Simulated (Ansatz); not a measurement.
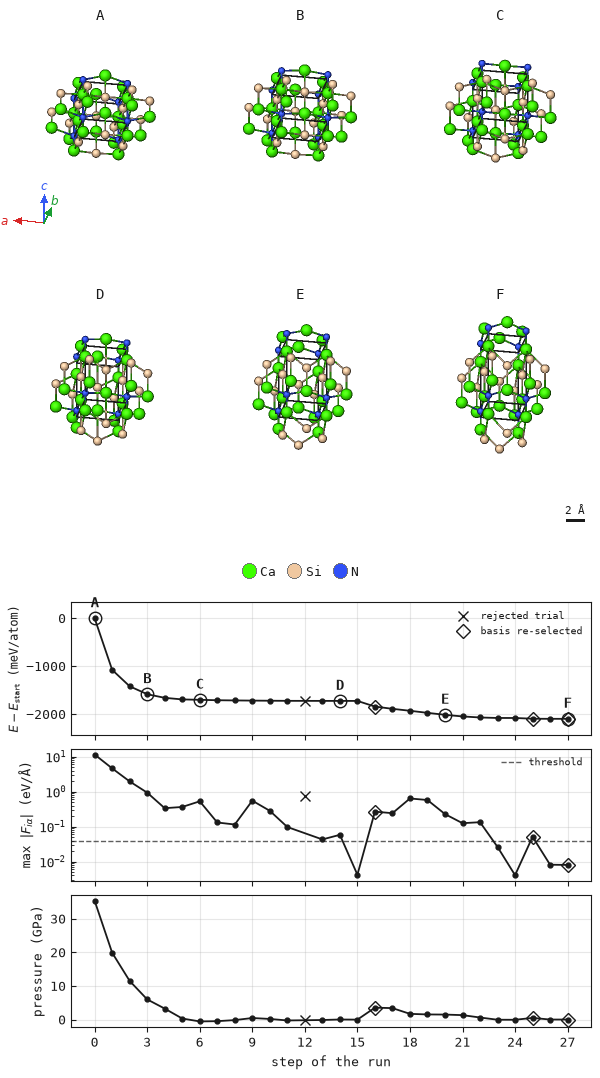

Frames of a relaxation of solid Ca3Si2N (a generated structure, set up in P4mm) (coarse preliminary run), marked on the history of the run. Style: ball-and-stick. Shown: the cell of the calculation, from a free direction.

The calculation used Ansatz, DFT PBE, scalar-relativistic, plane waves, PAW. (plane-wave cutoff 420 eV; k-point mesh 4 × 4 × 4; occupations gaussian; smearing width 0.1 eV; no spin polarisation; cell and atoms relaxed; force threshold 0.04 eV/Å; at most 70 steps)

Describe the path.

Answer. After 23 accepted moves (27 points after the start) the energy has fallen by 2096 meV per atom. Largest force component: 12 eV/Å at the start, 0.008 eV/Å at the end. The pressure goes from 35.36 to 0.05 GPa. The line search rejected the trial step at point 12 of the run. At 3 points the geometry stayed and the basis and grid were re-selected for the new cell (energy shift of 118 meV per atom at most each time). The atom that moves furthest relative to the cell is a Ca atom (1.32 Å along +c). By element the largest moves are Ca 1.32 Å, Si 0.66 Å, N 0.34 Å. The volume changes by +30.1 %, with a = b 5.071 → 4.306 Å (−15.1 %), c 4.616 → 8.328 Å (+80.4 %). Some distances before and after: Ca–N 2.820 → 6.064 Å, Ca–Si 2.679 → 5.332 Å, Ca–Ca 3.262 → 5.613 Å, Ca–Si 1.937 → 2.996 Å. Bonds break, among them: Ca–N (2.82 → 6.06 Å), Ca–Si (2.68 → 5.33 Å). Among the angles between lasting bonds that change: Si–Ca–Si 174.8° → 89.1°, Ca–Si–Ca 174.8° → 89.1°, Si–Ca–N 92.6° → 135.5°. The space group stays P4mm (No. 99). Cost: 5.4 min on 1 thread of Intel(R) Xeon(R) Processor @ 2.50GHz (Skylake/Cascade Lake), with other jobs on the host, peak memory 0.4 GiB. From step 0 to 3: Ca and N atoms move most (0.29 Å), volume +24.1 %, energy −1582 meV per atom. From step 3 to 6: a Ca atom moves most (0.50 Å), volume +8.9 %, energy −117 meV per atom. From step 6 to 14: a Ca atom moves most (0.27 Å), volume −7.1 %, energy −22.8 meV per atom. From step 14 to 20: Ca atoms move most (0.19 Å), volume +3.2 %, energy −290 meV per atom. From step 20 to 27: Ca and N atoms move most (0.09 Å), volume +0.2 %, energy −83.7 meV per atom.

```tsv
step	E − E(0), meV/atom	largest force component, eV/Å	pressure, GPa	volume, Å³/atom	note
0	0.00	11.5024	35.36	19.786	
1	-1075.22	4.6288	19.91	21.539	
2	-1417.56	1.9583	11.52	22.984	
3	-1582.40	0.9355	6.04	24.557	
4	-1658.08	0.3362	3.30	25.429	
5	-1691.17	0.3645	0.35	26.766	
6	-1699.46	0.5291	-0.52	26.755	
7	-1708.07	0.1311	-0.44	26.659	
8	-1712.25	0.1148	-0.12	26.233	
9	-1715.80	0.5520	0.50	25.439	
10	-1718.45	0.2828	0.23	25.399	
11	-1720.87	0.0973	-0.23	25.450	
12	-1718.81	0.7585	-0.23	24.958	rejected
13	-1721.93	0.0430	-0.09	25.236	
14	-1722.29	0.0582	0.06	24.868	
15	-1722.42	0.0042	0.02	25.000	
16	-1840.24	0.2679	3.58	25.000	same geometry, new basis
17	-1887.38	0.2417	3.45	25.035	
18	-1927.98	0.6374	1.74	25.797	
19	-1971.22	0.5759	1.56	25.931	
20	-2012.18	0.2281	1.53	25.669	
21	-2045.97	0.1251	1.36	25.500	
22	-2067.90	0.1337	0.65	25.581	
23	-2077.90	0.0262	-0.01	25.614	
24	-2078.28	0.0041	-0.02	25.542	
25	-2093.89	0.0510	0.54	25.542	same geometry, new basis
26	-2095.82	0.0081	0.05	25.732	
27	-2095.92	0.0080	0.05	25.732	same geometry, new basis
```
